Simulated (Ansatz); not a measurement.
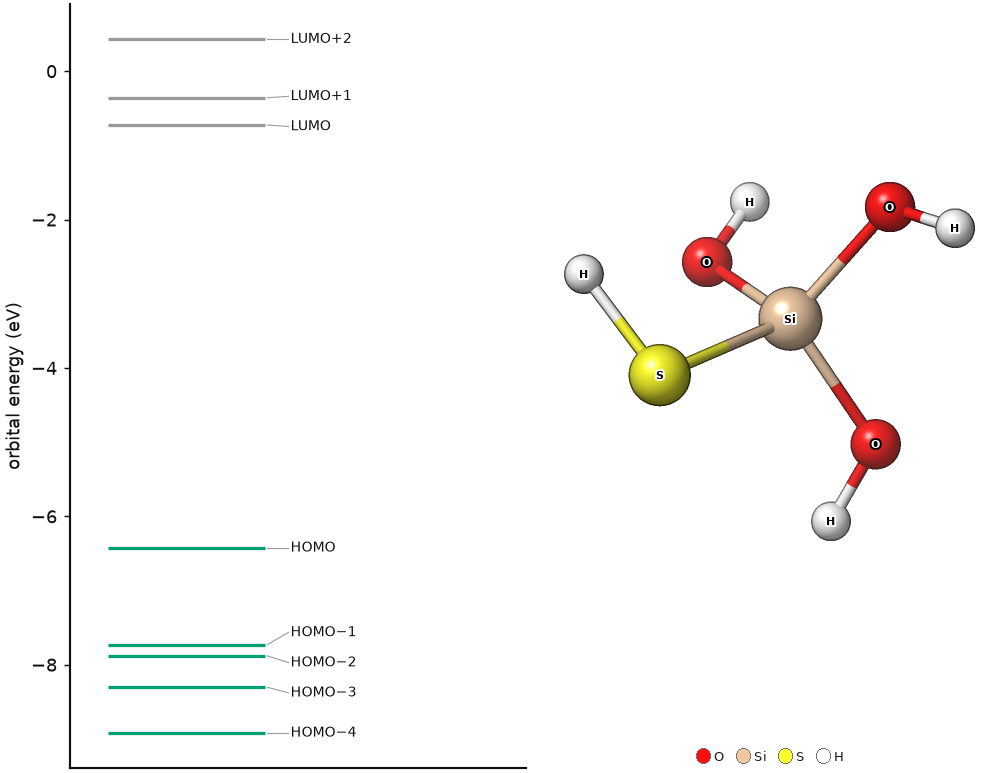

SiH₄SO₃, SMILES O[Si](O)(O)S. Kohn-Sham orbital energies near the frontier, LDA (SPW92)/def2-TZVPP in the Ansatz code 0.2.0, at a PBE0-D4/def2-TZVP geometry (a minimum by its frequencies), isolated molecule; empty levels in grey, levels within 0.03 eV side by side.

> Where do the frontier orbitals lie?

HOMO at −6.42 eV, LUMO at −0.73 eV, 5.70 eV apart.

> List the levels.

```tsv
orbital	energy (eV)
LUMO+2	0.43
LUMO+1	−0.36
LUMO	−0.73
HOMO	−6.42
HOMO−1	−7.73
HOMO−2	−7.88
HOMO−3	−8.30
HOMO−4	−8.92
```

Known limits of this run: empty levels above zero depend strongly on the basis.
